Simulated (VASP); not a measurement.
Band structure of Pt3Ti (L1_2). Computed with optB88-vdW, VASP's PBE PAW potentials (set 64) (plane waves; VASP 6.6.1).

Unless said otherwise, spin-orbit coupling is left out, though it shifts the bands of the heavy elements here.

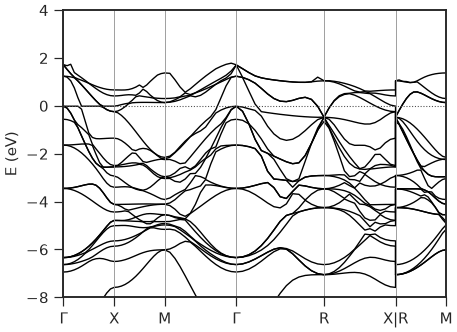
Figure: Bands along high-symmetry lines, zero at the valence-band maximum or, without a gap, the Fermi level

Q: Read the plot: is there a gap, and where are the band edges?

A: It has no gap at this level: it comes out as a metal or semimetal. (Edges off the drawn lines would not show.)

The compound is Pt3Ti in the L1_2 structure. It was relaxed first.
